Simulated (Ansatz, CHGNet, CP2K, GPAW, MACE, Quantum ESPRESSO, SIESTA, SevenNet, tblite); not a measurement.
**GPAW runs on random packing of Ge88H12 (at. %) (106 atoms)**

How do the settings of GPAW change the result for random packing of Ge88H12 (at. %) (106 atoms)? A plane-wave run serves as the yardstick.

Calculated with GPAW 26.7.0; the method is named at each step.

## (1) The structure

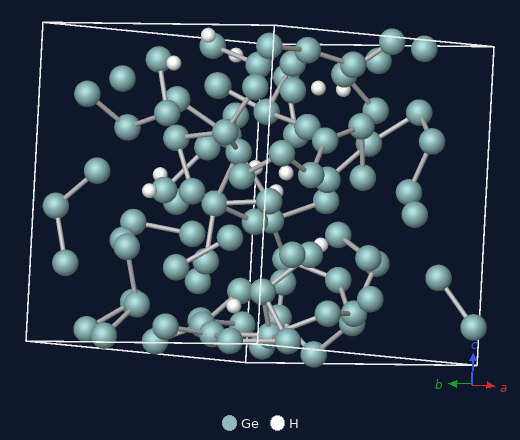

The starting structure, seen from a free direction (germanium teal, hydrogen white). Bonds to atoms that aren't drawn are left out. Some periodic images of atoms are drawn too.

The cell holds 106 atoms: 93 Ge and 13 H. Cell: a = 12.793 Å, b = 12.793 Å, c = 12.793 Å, α = 90.0°, β = 90.0°, γ = 90.0°. 106 atoms (93 Ge, 13 H) packed at random in a cube at 5.37 g/cm³ and pushed apart as soft spheres; a start for melting by ab initio MD, not an equilibrated structure. Then every atom was moved at random, 0.02 Å r.m.s. a Cartesian component (hydrogen 0.6 of that).

The yardstick, on the same geometry:

- method: Kohn-Sham DFT, PBE, PAW, plane waves (Ansatz 0.2.0); cutoff 420 eV, Γ point, fermi-dirac smearing of 0.05 eV; PAW set soft_2
- r.m.s. force component: 1.277 eV/Å
- longest force: 5.402 eV/Å
- pressure: 8.304 GPa
- SCF cycles: 10
- time: 37 s on 8 threads of Arm Neoverse V2, shared host
- CPU time: 4.7 min

## (2) PBE, LCAO dzp, h 0.2 Å

Method: Kohn-Sham DFT, PBE, PAW, atomic orbitals (dzp).

Input file run.py:

```python
import numpy as np
from ase.io import read
from gpaw import GPAW, FermiDirac

atoms = read("structure.xyz")
atoms.calc = GPAW(
    mode="lcao",
    basis="dzp",
    h=0.2,
    xc="PBE",
    kpts={"size": (1, 1, 1), "gamma": True},
    occupations=FermiDirac(0.05),
    maxiter=200,
    symmetry={"point_group": False},
    txt="gpaw.txt",
)
energy = atoms.get_potential_energy(force_consistent=True)
forces = atoms.get_forces()
print(f"energy {energy:.6f} eV")
print("forces (eV/A)")
for i, (a, f) in enumerate(zip(atoms, forces)):
    print(f"{i:4d} {a.symbol:2s} {f[0]:10.5f} {f[1]:10.5f} {f[2]:10.5f}")
print(f"Fermi level {atoms.calc.get_fermi_level():.4f} eV")
for k in range(len(atoms.calc.get_ibz_k_points())):
    for s in range(atoms.calc.get_number_of_spins()):
        e = atoms.calc.get_eigenvalues(kpt=k, spin=s)
        n = np.searchsorted(e, atoms.calc.get_fermi_level())
        print(f"k {k} spin {s} levels about the Fermi level:", np.round(e[max(n - 6, 0):n], 4).tolist(), "|", np.round(e[n:n + 6], 4).tolist())
```

Input file structure.xyz:

```xyz
106
Lattice="12.79340 0.00000 0.00000 0.00000 12.79340 0.00000 0.00000 0.00000 12.79340" Properties=species:S:1:pos:R:3 pbc="T T T"
Ge 5.60210 2.70478 3.93666
Ge 8.15579 6.54165 2.96871
Ge 12.47484 0.00026 1.50489
Ge 11.83530 6.11716 1.58497
Ge 5.19118 12.16563 5.13310
Ge 7.31680 4.84563 9.15445
Ge 4.60383 10.66765 11.63214
Ge 1.11968 0.26700 7.73080
Ge 4.92763 1.55197 8.48215
Ge 3.23686 0.61306 6.99326
Ge 1.04906 9.23236 10.64078
Ge 4.92968 3.48300 10.48202
Ge 12.18853 10.80492 11.42770
Ge 12.17433 10.07659 9.13167
Ge 2.99353 0.93277 11.98435
Ge 9.97297 6.11934 7.20588
Ge 0.95247 12.44785 5.49694
Ge 3.74744 5.17403 7.91451
Ge 8.08530 12.61800 6.14045
Ge 10.08990 1.30467 5.86283
Ge 3.66787 9.10417 6.34130
Ge 6.44429 6.63977 5.28060
Ge 8.88681 11.82123 12.46307
Ge 11.41517 12.75041 9.81574
Ge 5.98885 5.03625 0.69826
Ge 8.25469 1.31682 12.67698
Ge 3.61183 6.53947 3.50501
Ge 6.70656 12.05752 0.45314
Ge 9.64047 3.34535 9.98538
Ge 3.11686 1.29789 3.77955
Ge 9.65787 3.96224 1.83227
Ge 10.94603 2.08174 12.56824
Ge 4.49266 12.09744 8.88655
Ge 5.02256 4.55790 6.02825
Ge 8.85610 9.53991 2.63685
Ge 5.25105 0.53144 11.55602
Ge 6.61496 9.21790 10.72189
Ge 11.01691 4.16528 3.93256
Ge 9.95160 12.69361 1.49849
Ge 12.66930 3.82100 10.10717
Ge 6.81799 10.42150 4.78345
Ge 11.75151 10.11510 1.76421
Ge 11.67091 1.31503 3.42569
Ge 2.75237 9.40481 1.69487
Ge 11.67769 2.08238 8.89896
Ge 4.44148 11.22902 1.88344
Ge 8.38786 7.73988 0.40734
Ge 8.07353 2.36051 7.19872
Ge 1.78775 4.10067 8.58872
Ge 4.21543 6.54600 0.62393
Ge 0.49063 0.67984 11.99113
Ge 3.18070 10.77473 4.29039
Ge 8.38262 2.11002 3.98399
Ge 8.78049 4.22886 4.93122
Ge 1.66161 5.63690 6.19124
Ge 7.09484 9.85987 1.16689
[... 46 atom lines left out ...]
H 1.24019 2.59796 1.59048
H 11.99407 7.43271 10.95384
H 5.45152 11.06501 7.06324
H 3.39127 8.67802 11.42387
```

Command:

```
$ OMP_NUM_THREADS=1 python run.py > output.txt
```

Output:

```text
energy -365.736763 eV
forces (eV/A)
   0 Ge    0.25514   -0.93011    1.09669
   1 Ge    0.10339   -0.09037    0.09712
   2 Ge   -0.25519    0.71837   -1.29459
   3 Ge   -2.31750   -1.41506    0.36672
   4 Ge   -0.37037    1.12638    1.02573
   5 Ge   -0.13821   -2.10114   -2.46563
   6 Ge   -1.01179    0.00033    3.42830
   7 Ge   -2.55507   -1.48822    4.99463
   8 Ge   -1.01621    2.73144   -0.43181
   9 Ge    2.90593    0.36258   -2.41758
  10 Ge    2.83044   -1.96910   -0.66537
  11 Ge   -0.38701    0.31184   -0.52703
  12 Ge   -1.65166    1.95594    2.38119
  13 Ge   -1.27872   -0.22355   -3.11159
  14 Ge   -0.51070    1.99959    2.59665
  15 Ge   -2.11429    0.22167   -1.23398
  16 Ge   -0.66260    1.45392   -2.50864
  17 Ge    2.42291   -0.83090    1.90764
  18 Ge   -0.25242   -0.56644    0.17854
  19 Ge    0.99929   -0.40454   -0.51050
  20 Ge   -0.86856    0.64904   -0.21649
  21 Ge    1.83525    0.34398    0.16591
  22 Ge    1.92570   -2.45772   -2.50214
  23 Ge   -0.16219   -0.76617    0.65294
[...]
98 H     0.32342   -0.22811   -0.41486
  99 H     0.53229    0.44268   -0.06261
 100 H    -0.15672   -0.27500   -0.48013
 101 H     0.70213   -0.30211   -0.03222
 102 H     0.13329    0.00847    0.24367
 103 H     0.22026   -0.45449    0.70989
 104 H    -0.16605    0.35363   -0.71783
 105 H     0.03911    0.42701   -0.14915
Fermi level 6.0273 eV
k 0 spin 0 levels about the Fermi level: [5.758, 5.8359, 5.8479, 5.903, 5.9757, 5.9887] | [6.0391, 6.0518, 6.0868, 6.1481, 6.1784, 6.2435]
```

gpaw.txt:

```text
Input parameters:
  mode=LCAO(),
  basis={'default': 'dzp'},
  h=0.2,
  kpts=MonkhorstPack(size=(1, 1, 1), gamma=True),
  maxiter=200,
  occupations=Occupations(name='fermi-dirac', width=0.05, fixmagmom=False),
  symmetry=Symmetry(point_group=False),
  xc=XC(name='PBE')
Unit cell  # Å
| periodic |         x |         y |         z |   lengths |    angles |
|----------|-----------|-----------|-----------|-----------|-----------|
|      yes | 12.793400 |  0.000000 |  0.000000 | 12.793400 | 90.000000 |
|      yes |  0.000000 | 12.793400 |  0.000000 | 12.793400 | 90.000000 |
|      yes |  0.000000 |  0.000000 | 12.793400 | 12.793400 | 90.000000 |
Number of symmetries: 1
Symmetry operations  # r_c * U_cc + t_c -> r_c
|   | kind |            matrix            |
|---|------|------------------------------|
| 0 |  E   |  1, 0, 0,  0, 1, 0,  0, 0, 1 |
BZ-sampling:
  Number of BZ points: 1
  Number of IBZ points: 1
  Monkhorst-Pack size: [1, 1, 1]
  Monkhorst-Pack shift: [0, 0, 0]
[... lines left out ...]
  Fermi-Dirac:
[... lines left out ...]
    Stencil: 6*3+1=19 point O(h^6) finite-difference Laplacian
xc functional:
  name: PBE with 2 nearest neighbor stencil
interpolation: tri-quintic # 5. degree polynomial
Initialization done in: 11.081 s
convergence criteria:
- Maximum [total energy] change in last 3 cyles: 0.0005 eV / valence electron
- Maximum integral of absolute [dens]ity change: 0.0001 electrons / valence electron
- Maximum integral of absolute [eigenst]ate change: 4e-08 eV^2 / valence electron
maximum number of iterations: 200
SCF iterations
|iter     |      energy | eigst |  dens |
|---------|-------------|-------|-------|
|iter:   1| -369.415464 |      c|       |
|iter:   2| -368.398674 |      c| -1.15 |
|iter:   3| -377.016310 |      c| -1.19 |
|iter:   4| -374.298081 |      c| -1.10 |
[...]
|iter:   8| -365.569011 |      c| -1.70 |
|iter:   9| -365.589708 |      c| -2.29 |
|iter:  10| -365.528123c|      c| -2.23 |
|iter:  11| -365.524786c|      c| -2.71 |
|iter:  12| -365.522703c|      c| -2.90 |
[...]
|iter:  16| -365.522160c|      c| -3.74 |
|iter:  17| -365.522127c|      c| -3.74 |
|iter:  18| -365.522128c|      c| -4.03c|
Converged in 18 steps
SCF loop duration: 284.737 s (15.819 s/step)
Energy contributions relative to reference atoms: (reference = -5310242.692392)
Energy contributions:
  Kinetic:        1846.861413
  Coulomb:       -1643.502184
  Zero:              0.764789
  External:          0.000000
  Xc:             -569.431511
  Entropy:          -0.429270
  Spinorbit:         0.000000
  ----------------------------
  Free energy:    -365.736763
  Extrapolated:   -365.522128
dipole moment: (99.195816, 97.003379, -48.663907)  # |e|*Ang
Fermi level: 6.027
Eigenvalues  # (at kpt = [0.000, 0.000, 0.000])
| band index |      eig [eV] | occ [0-2] |
|------------|---------------|-----------|
|          0 |        -8.136 |     2.000 |
|        ... |               |           |
|        184 |         5.685 |     1.998 |
|        185 |         5.710 |     1.996 |
[...]
|        199 |         6.307 |     0.007 |
|        ... |               |           |
|        234 |         7.802 |     0.000 |
Gap: 0.050 eV
Transition (v -> c):
  (s=0, k=0, n=191, [0.00, 0.00, 0.00]) -> (s=0, k=0, n=192, [0.00, 0.00, 0.00])
No difference between direct/indirect transitions
Force computation time: 36.080  # s
timing:  # [seconds]
  Total:  331.926  # ━━━━━━━━━━━━━━━━━━━━━━━━━━━━━━━━━━━━━━━━━━━━━━━━━━━━━━━━
  Init:    11.080  # ━━
  SCF:    284.737  # ━━━━━━━━━━━━━━━━━━━━━━━━━━━━━━━━━━━━━━━━━━━━━━━━
  Forces:  36.080  # ━━━━━━
```

Run time: 5.6 min. Hardware: 1 thread of Arm Neoverse V2, shared host; peak memory 2 GiB.

Banners, paths, timers and routine set-up lines are dropped from the logs unmarked, and long logs keep their key lines alone; longer cuts are marked.

Compared with the plane-wave run:

* r.m.s. force component: 1.453 eV/Å
* r.m.s. difference of force components: 184.3 meV/Å
* longest difference of force vectors: 764.6 meV/Å
* force difference over r.m.s. force: 14.43 %
* slope of forces against the reference's: 1.136
* correlation of force components: 0.9991

Length of the force difference by element (eV/Å):

```tsv
element	atoms	mean	most
Ge	93	0.30	0.76
H	13	0.025	0.061
```

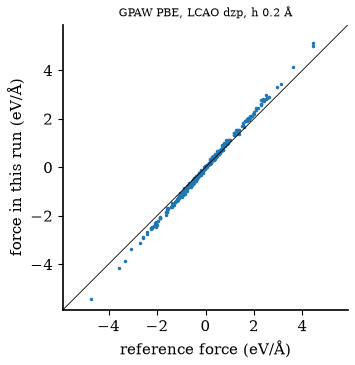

Force components against those of the reference; the line marks equality.

The surroundings of H104, picked at random, nearest first, numbered as they follow in the input and with coordinates relative to it.

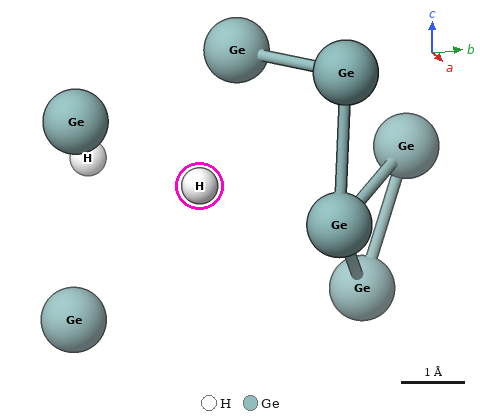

The atoms of the table, within 3.4 Å (arrows a, b, c point along x, y, z); some may hide others; the central atom is ringed.

```tsv
atom	x	y	z	distance (Å)	Fx	Fy	Fz (eV/Å)
H104	0.00	0.00	0.00	0.00	0.22	-0.45	0.71
Ge59	-0.20	0.67	2.14	2.25	-2.74	-0.64	-2.10
Ge90	-0.17	-2.01	1.16	2.33	-0.30	-0.48	-2.25
Ge11	1.85	1.80	-0.31	2.60	2.83	-1.97	-0.67
H94	-2.62	-1.12	-0.11	2.85	-0.46	-0.25	0.09
Ge75	-0.42	-1.97	-2.18	2.97	0.45	0.95	0.16
Ge14	0.18	2.64	-1.82	3.22	-1.28	-0.22	-3.11
Ge58	1.71	1.94	2.16	3.37	1.10	1.36	-1.01
Ge13	0.19	3.37	0.47	3.41	-1.65	1.96	2.38
```

Atoms are counted from 1 here, from 0 in the log.

Forces lie 14 % from the reference's, at 1.2 times its CPU time (on 1 against 8 cores).

The difference per atom is largest on Ge (0.30 eV/Å on average, against 0.025 on H).

## (3) PBE, LCAO dzp, h 0.15 Å

Method: Kohn-Sham DFT, PBE, PAW, atomic orbitals (dzp).

Edit run.py of step 2 so:

```diff
@@ -3,2 +3,3 @@
 from gpaw import GPAW, FermiDirac
+from ase.parallel import parprint as print
 
@@ -8,3 +9,3 @@
     basis="dzp",
-    h=0.2,
+    h=0.15,
     xc="PBE",
```

structure.xyz is that of step 2.

Command:

```
$ OMP_NUM_THREADS=1 mpirun -np 2 gpaw python run.py > output.txt
```

Output:

```text
energy -366.617138 eV
forces (eV/A)
   0 Ge    0.25474   -0.92866    1.09871
   1 Ge    0.09768   -0.09199    0.07995
   2 Ge   -0.25968    0.71661   -1.30115
   3 Ge   -2.32793   -1.41358    0.37169
   4 Ge   -0.35946    1.11846    1.00757
   5 Ge   -0.13471   -2.11798   -2.44623
[...]
103 H     0.21934   -0.46854    0.73235
 104 H    -0.15441    0.35242   -0.71191
 105 H     0.03610    0.43121   -0.15301
Fermi level 6.0271 eV
k 0 spin 0 levels about the Fermi level: [5.7578, 5.8357, 5.8478, 5.9028, 5.9755, 5.9885] | [6.0389, 6.0516, 6.0866, 6.1479, 6.1781, 6.2432]
```

gpaw.txt:

```text
Input parameters:
  mode=LCAO(),
  basis={'default': 'dzp'},
  h=0.15,
  kpts=MonkhorstPack(size=(1, 1, 1), gamma=True),
  maxiter=200,
  occupations=Occupations(name='fermi-dirac', width=0.05, fixmagmom=False),
[... lines left out ...]
  Fermi-Dirac:
[... lines left out ...]
convergence criteria:
- Maximum [total energy] change in last 3 cyles: 0.0005 eV / valence electron
[... lines left out ...]
Converged in 18 steps
[... lines left out ...]
  Free energy:    -366.617138
[... lines left out ...]
Fermi level: 6.027
[... lines left out ...]
|        ... |               |           |
|        184 |         5.685 |     1.998 |
|        185 |         5.710 |     1.996 |
[...]
|        199 |         6.307 |     0.007 |
|        ... |               |           |
|        234 |         7.801 |     0.000 |
Gap: 0.050 eV
Transition (v -> c):
  (s=0, k=0, n=191, [0.00, 0.00, 0.00]) -> (s=0, k=0, n=192, [0.00, 0.00, 0.00])
No difference between direct/indirect transitions
Force computation time: 39.393  # s
```

Run time: 6 min. Hardware: 2 MPI ranks; peak memory 4.6 GiB; 12 min of CPU time.

Compared with the plane-wave run:

* r.m.s. force component: 1.453 eV/Å
* r.m.s. difference of force components: 183.5 meV/Å
* longest difference of force vectors: 781.8 meV/Å
* force difference over r.m.s. force: 14.37 %
* slope of forces against the reference's: 1.136
* correlation of force components: 0.9992
* energy less the same-level run's: -8.305 meV/atom
* r.m.s. force difference from the same-level run: 8.413 meV/Å

Against the first run (14 %), the force difference from the reference is 14 %, at 2.1 times the CPU time (on 2 against 1 cores): the change moves forces by 8.4 meV/Å r.m.s., so most of the difference comes from elsewhere.

The difference per atom is largest on Ge (0.30 eV/Å on average, against 0.025 on H).

## (4) Side by side

Differences are against the plane-wave reference, forces as r.m.s. over components; share is that over the reference's r.m.s. force, slope the least-squares factor from reference forces to these. Total energies of different programs have different zeros and aren't compared.

```tsv
run	Δ force, r.m.s. (meV/Å)	share (%)	slope	cores	CPU time	memory (GiB)
reference	-	-	-	8	4.7 min	3.9
GPAW PBE, LCAO dzp, h 0.2 Å	184	14.4	1.136	1	5.6 min	2.0
GPAW PBE, LCAO dzp, h 0.15 Å	184	14.4	1.136	2	12 min	4.6
```

CPU time is summed over cores on a shared host, where runs went side by side, so it is rough. Symmetry, cutoffs, thresholds, outputs and thread counts weren't matched or tuned between programs; memory under MPI is the largest rank's times the ranks.

Within one program, basis, potentials and functional, energies share a zero. Each run against its twin at the usual cutoff or grid and solver:

```tsv
run	twin	Δ energy (meV/atom)	Δ force, r.m.s. (meV/Å)	CPU time over the twin's
GPAW PBE, LCAO dzp, h 0.15 Å	LCAO dzp, h 0.2 Å	-8.31	8.41	2.1 (this twin ran on 1 cores)
```

## (5) Outcome

```
nearest in forces : a tie at 14 % of 2 runs: GPAW PBE, LCAO dzp, h 0.2 Å; GPAW PBE, LCAO dzp, h 0.15 Å
```

The PBE runs in local orbitals differ by 14 % in each run; basis, grid and potentials can all enter. None of the electronic-structure runs in the table takes under half the reference's CPU time of 4.7 min; they take 1.2 to 2.5 times as much. GPAW PBE, LCAO dzp, h 0.2 Å stiffens the forces by a factor of 1.14 while following their directions (correlation 0.999); the slopes of the 2 GPAW runs lie between 1.14 and 1.14; the difference isn't even, but is largest on one element. The potentials hold different valence shells: 1315 electrons in the reference, 385 in GPAW; this bears on time and differences. GPAW's setups keep the filled d shell of Ge in the core. The electron count is odd in these runs, and they have no spin polarisation, so the unpaired electron is spread evenly over both spins. The reference's pressure of 8.3 GPa belongs to a cell and atoms that aren't relaxed at this level. The electron count is odd and the run has no spin polarisation, so levels at the top are partly filled by construction. The electronic-structure runs sample only Γ, in a cell whose shortest periodic width is 13 Å, which is coarse for a cell with partly filled levels.

[Also dropped from logs without a mark: logging warnings of Python, and SIESTA's first energy breakdown and zero terms.]

[Logs are printed without paths, hosts, clocks, repeated set-up lines and the standing remarks that a program may print on its own settings, such as how far it seeks lower states.]

[Hosts, paths, dates, database ids (printed as entryN), source tags and the programs' standing remarks are cut or masked in the printed files.]
